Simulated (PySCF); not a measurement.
# Si$_{2}$H$_{4}$Cl$_{2}$: one change and its effect

System: Si$_{2}$H$_{4}$Cl$_{2}$.
Method of the first run: GIAO PBE0/6-31G* NMR shielding, non-relativistic, gas phase (PySCF 2.14.0).

The geometry comes from this level: PBE0-D3(BJ)/def2-SVP. Text and figures count atoms from 1; the logs count them from 0 in places.

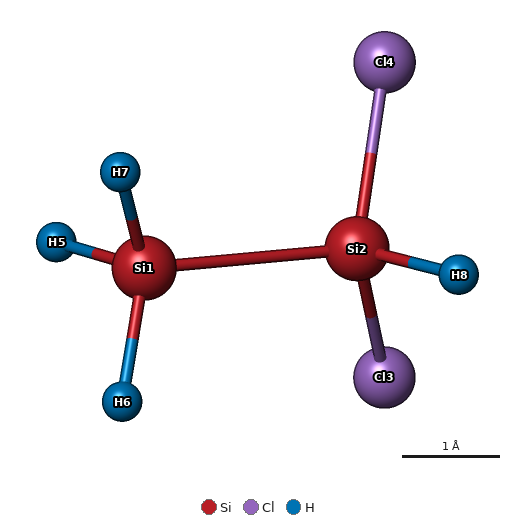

Fig. 1: The input geometry (ball-and-stick view, seen at a tilt; atoms are numbered from 1 in the order of the input). Bond lengths as drawn: Cl–Si 2.07 Å, H–Si 1.49 Å and Si–Si 2.34 Å.

**The input, the first run**
```
{"job": {"kind": "nmr", "xc": "PBE0", "basis": "6-31G*", "pop": true}, "charge": 0, "multiplicity": 1}
Si    -0.662042     0.013363     0.543219
Si     1.634164     0.345655     0.807839
Cl     2.632324    -1.069273    -0.322046
Cl     2.108037     2.235311     0.114396
H     -0.982492     0.117338    -0.910423
H     -1.033596    -1.341418     1.050454
H     -1.408324     1.058595     1.306143
H      2.140742     0.243704     2.202533
```

The first line tells a small driver script what to run in PySCF; the rest is the geometry in Å.

Command:
```bash
OMP_NUM_THREADS=1 python <driver script> task.json out
```

Hardware: 1 CPU thread, shared host.

**Output (the first run)**
```
coarse grid: 8976 points
cycle   1  E = -1501.2719127675  dE =  1.074e-01  |g| = 3.222e-01  |ddm| = 2.504e+00
cycle   2  E = -1501.2570217310  dE =  1.489e-02  |g| = 3.937e-01  |ddm| = 1.020e+00
cycle   3  E = -1501.3069920790  dE = -4.997e-02  |g| = 1.654e-02  |ddm| = 5.735e-01
cycle   4  E = -1501.3070655908  dE = -7.351e-05  |g| = 7.219e-03  |ddm| = 3.083e-02
cycle   5  E = -1501.3070817080  dE = -1.612e-05  |g| = 8.744e-04  |ddm| = 1.121e-02
cycle   6  E = -1501.3070819968  dE = -2.889e-07  |g| = 2.035e-04  |ddm| = 1.855e-03
final grid: 68832 points
cycle   7  E = -1501.2542635330  dE = -4.515e-06  |g| = 1.398e-03  |ddm| = 9.135e-03
cycle   8  E = -1501.2542636516  dE = -1.186e-07  |g| = 1.289e-03  |ddm| = 4.170e-03
cycle   9  E = -1501.2542641878  dE = -5.362e-07  |g| = 1.285e-04  |ddm| = 2.071e-03
cycle  10  E = -1501.2542641932  dE = -5.388e-09  |g| = 3.350e-05  |ddm| = 2.206e-04
cycle  11  E = -1501.2542641935  dE = -3.643e-10  |g| = 4.788e-06  |ddm| = 4.884e-05
converged SCF energy = -1501.2542641935

GIAO shielding tensors (ppm)
atom      isotropic    diamagn.    paramagn.     s11        s22        s33       span
  0 Si     479.299     881.705    -402.406    473.786    478.915    485.195     11.409
  1 Si     361.802     876.965    -515.163    324.841    376.270    384.295     59.454
  2 Cl     909.416    1147.436    -238.020    755.453    942.742   1030.054    274.601
  3 Cl     909.372    1147.101    -237.730    754.592    942.379   1031.144    276.553
  4 H       28.096      29.543      -1.448     25.030     26.660     32.598      7.568
  5 H       28.269      29.104      -0.834     24.960     26.382     33.467      8.507
  6 H       28.268      28.922      -0.654     24.929     26.416     33.459      8.531
  7 H       25.797      26.870      -1.072     22.591     23.823     30.978      8.388
```

The second run used a changed input.

**The two runs side by side**

```csv
quantity,the first run,the second run
outcome,converged,converged
total energy (hartree),−1501.254264,−1501.146345
HOMO (eV),−8.36,−8.55
LUMO (eV),−0.51,−0.70
dipole moment (D),2.05,2.90
shielding of Si1 (ppm),479.3,512.8
shielding of Si2 (ppm),361.8,367.6
shielding of Cl3 (ppm),909.4,932.5
shielding of Cl4 (ppm),909.4,932.5
shielding of H5 (ppm),28.1,29.0
shielding of H6 (ppm),28.3,29.2
shielding of H8 (ppm),25.8,26.7
SCF iterations,11,10
basis functions,80,60
wall time (shared host),5.4 s,4.2 s
```

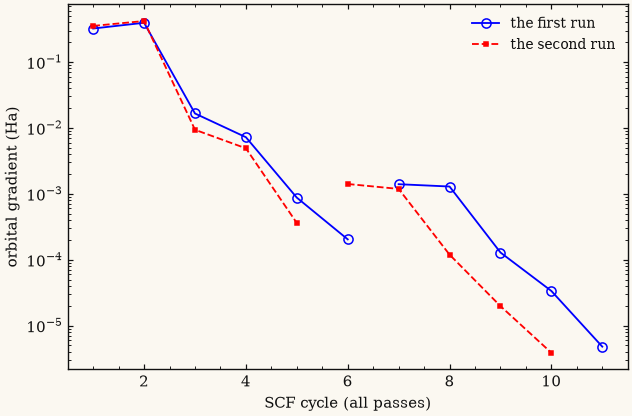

Fig. 2: Convergence of the two runs: orbital gradient against the SCF cycle. A break in a curve parts two SCF passes (coarse and final grid). The first run takes 11 cycles in all, and the second run takes 10.

What was changed in the input?

The change (lines with − go, lines with + come):
```diff
-"basis": "6-31G*"
+"basis": "6-31G"
```

The total energy of the second run is 67.7 kcal/mol higher, which measures the change of basis and not a stability. The HOMO goes from −8.36 to −8.55 eV. The LUMO goes from −0.51 to −0.70 eV. The dipole moment goes from 2.05 to 2.90 D. Of all shieldings, the largest change is that of Si1, by +33.5 ppm. The SCF takes 10 iterations against 11. The basis functions go from 80 to 60.

**Output (the second run)**
```
coarse grid: 8976 points
cycle   1  E = -1501.1471638960  dE =  2.293e-01  |g| = 3.529e-01  |ddm| = 2.561e+00
cycle   2  E = -1501.1356073655  dE =  1.156e-02  |g| = 4.188e-01  |ddm| = 1.442e+00
cycle   3  E = -1501.1995691847  dE = -6.396e-02  |g| = 9.365e-03  |ddm| = 7.544e-01
cycle   4  E = -1501.1996018136  dE = -3.263e-05  |g| = 4.900e-03  |ddm| = 3.107e-02
cycle   5  E = -1501.1996116286  dE = -9.815e-06  |g| = 3.602e-04  |ddm| = 1.069e-02
final grid: 68832 points
cycle   6  E = -1501.1463443001  dE = -3.493e-06  |g| = 1.408e-03  |ddm| = 9.858e-03
cycle   7  E = -1501.1463445049  dE = -2.048e-07  |g| = 1.186e-03  |ddm| = 4.433e-03
cycle   8  E = -1501.1463449603  dE = -4.555e-07  |g| = 1.193e-04  |ddm| = 2.180e-03
cycle   9  E = -1501.1463449664  dE = -6.028e-09  |g| = 1.975e-05  |ddm| = 2.630e-04
cycle  10  E = -1501.1463449665  dE = -1.701e-10  |g| = 3.861e-06  |ddm| = 4.912e-05
converged SCF energy = -1501.1463449665

GIAO shielding tensors (ppm)
atom      isotropic    diamagn.    paramagn.     s11        s22        s33       span
  0 Si     512.828     880.903    -368.075    501.306    509.993    527.185     25.879
  1 Si     367.559     877.653    -510.093    310.920    393.211    398.548     87.628
  2 Cl     932.491    1147.400    -214.909    774.917    935.903   1086.654    311.738
  3 Cl     932.512    1147.162    -214.650    773.629    935.567   1088.339    314.710
  4 H       29.039      28.518       0.521     25.552     27.306     34.259      8.706
  5 H       29.164      28.602       0.561     25.345     26.981     35.164      9.819
  6 H       29.162      28.528       0.633     25.315     27.010     35.161      9.846
  7 H       26.729      27.961      -1.232     22.875     24.322     32.991     10.116
```
